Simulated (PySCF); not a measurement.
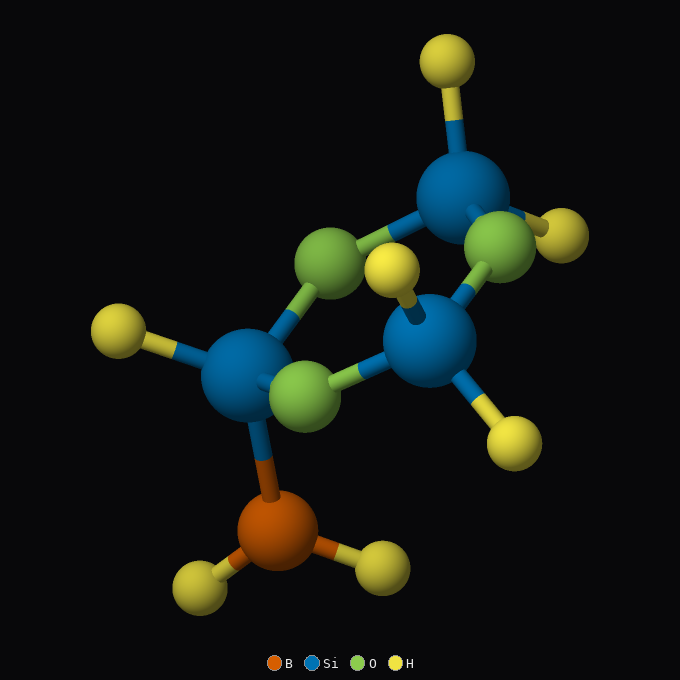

Ball-and-stick drawing of a structure.

> Count the atoms of each element.

BH₇O₃Si₃, 14 atoms: 1 boron, 7 hydrogen, 3 oxygen and 3 silicon.

> How many bonds of each kind are drawn?

6 O–Si, 5 Si–H, 2 B–H, 1 B–Si.

> Write the SMILES.

B[SiH]1O[SiH2]O[SiH2]O1

> Name functional groups in it.

Among them: Si–H bond, Si–O bond, B–H bond.

The parts below concern this one geometry. Atoms keep their numbers from picture to picture. Computed geometry: PBE0-D3(BJ)/def2-SVP optimisation. No frequency run is at hand to confirm it as a minimum.

### Geometry

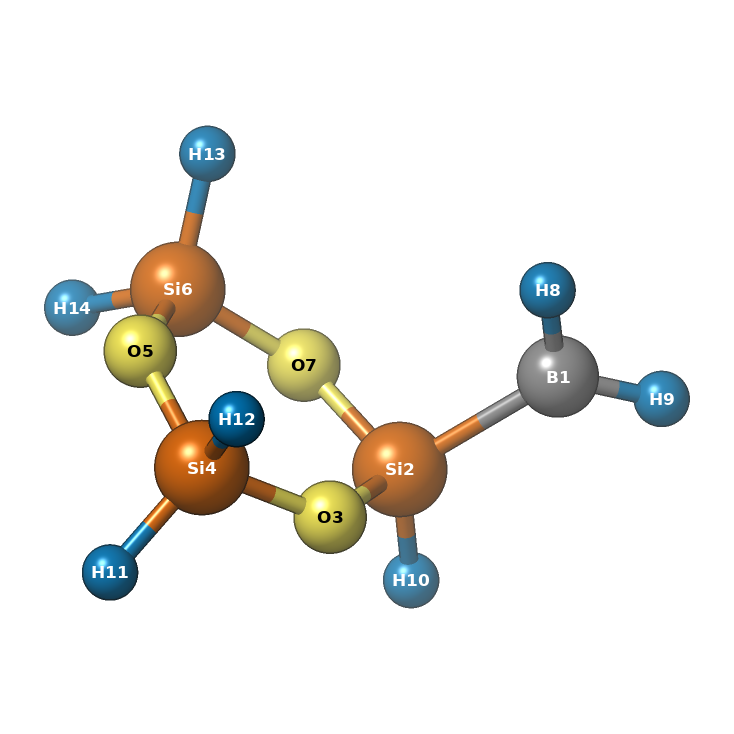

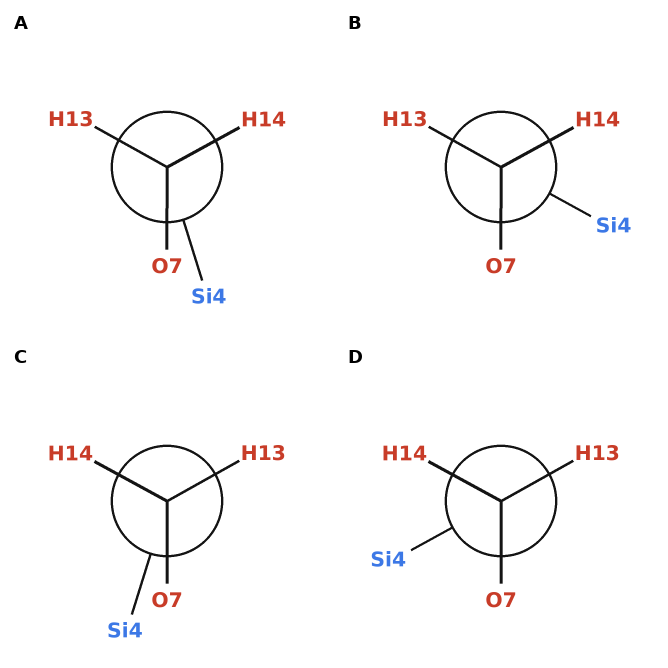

Distant atoms are faded towards the background colour. Bonds that would overlap in a projection are set slightly apart. No frequency run is at hand to confirm it as a minimum.

> Which Newman projection shows the view along Si6–O5, with Si6 in front?

A. The torsion angle O7–Si6–O5–Si4 is −1°, synperiplanar (eclipsed).

### Ring current

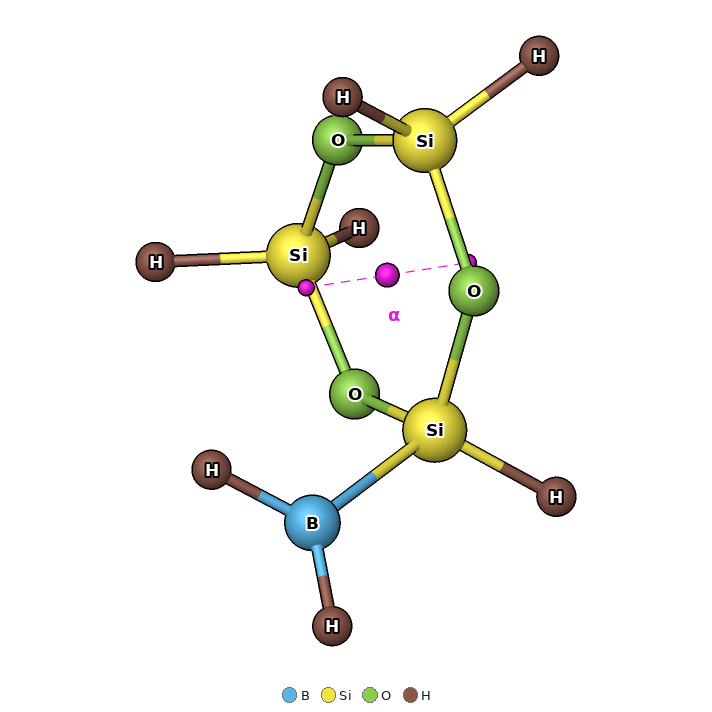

The small points mark where nucleus-independent chemical shifts (NICS) were computed: at the centre of each lettered ring and 1 Å above and below it. No frequency run is at hand to confirm it as a minimum. Properties computed with GIAO ωB97X-D/pcSseg-1 NMR shielding, non-relativistic, gas phase (PySCF 2.14.0).

Give NICS(0), NICS(1) and the out-of-plane component NICS(1)zz for each ring (means of the two sides).

| ring | members | NICS(0) | NICS(1) | NICS(1)zz |
| --- | --- | --- | --- | --- |
| α | Si3O3 | −1.8 | 0.4 | 3.4 |

Values in ppm.

> What do the values say about the ring currents?

Ring α: weak, as in a non-aromatic ring. NICS is one index among several.

### Excitation

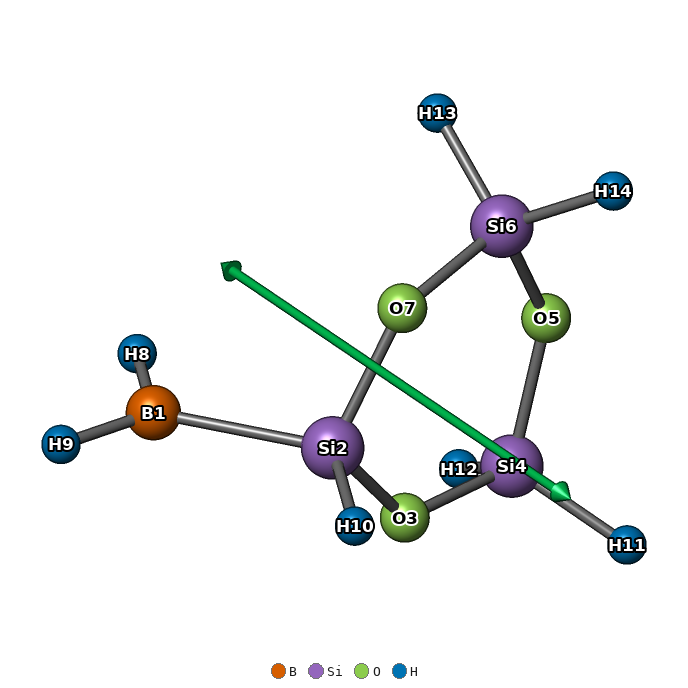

The double arrow shows the direction of the transition dipole to excited singlet state 7 (its length means nothing). No frequency run is at hand to confirm it as a minimum. Method: TDDFT CAM-B3LYP/def2-SVPD, vertical, gas phase, core orbitals frozen in the response (PySCF 2.14.0).

> Where does the transition lie, and how strong is it?

7.36 eV (169 nm), oscillator strength 0.037, mainly HOMO → LUMO+1 (weight 0.62); transition dipole 1.16 D.

### Polarisability

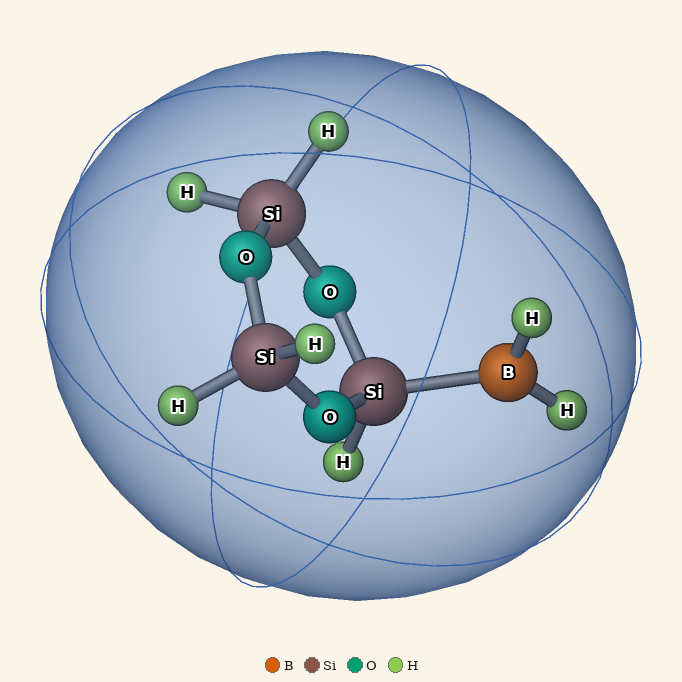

The ellipsoid shows the static dipole polarisability: its half-axes are proportional to the principal values. No frequency run is at hand to confirm it as a minimum. Method: CAM-B3LYP/def2-SVPD (PySCF 2.14.0).

> Give the principal values, the mean and the anisotropy.

Principal values 86.9, 88.2, 98.2 bohr³; mean 91.1 bohr³ (13.50 Å³); anisotropy 10.7 bohr³, so the longest axis is 1.13 times the shortest.
